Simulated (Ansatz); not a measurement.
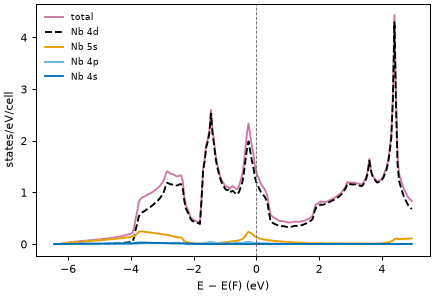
*Total and projected density of states of Nb (bcc (W type), Im-3m), DFT-r²SCAN+D4 in the program Ansatz with PAW potentials*

### Question
Which orbitals carry the states next to the Fermi level?

### Answer
Within 0.5 eV of the Fermi level: Nb 4d 86 %, Nb 5s 9 %. Projections are on Löwdin-orthogonalised atomic valence shells; empty p or d shells of many metals are not among them.

### Question
Where is the tallest occupied peak in this window, and what makes it?

### Answer
Near -1.4 eV, about 2.6 states/eV per cell; the largest projected share is Nb 4d.

The cell was relaxed with r²SCAN+D4 under the symmetry of its start. The run is not spin-polarised. The pairwise dispersion correction was not fitted to metals. Spin–orbit coupling is left out wherever it is not named.

Potentials: the later of the program's two PAW sets.
